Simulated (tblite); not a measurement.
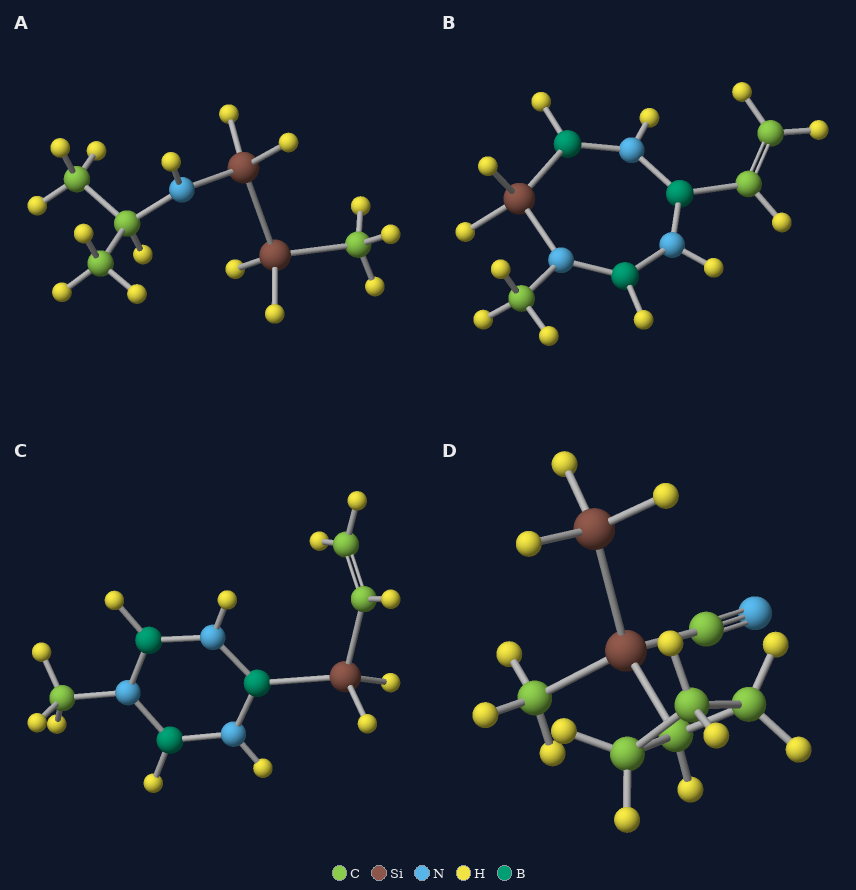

Figure made from data computed with tblite.

### Match each picture to its SMILES.
(1) C=CB1NB[SiH2]N(C)BN1
(2) C=C[SiH2]B1NBN(C)BN1
(3) C[Si@]([SiH3])(C#N)C1CCC1
(4) C[SiH2][SiH2]NC(C)C

A is (4), B is (1), C is (2), D is (3).
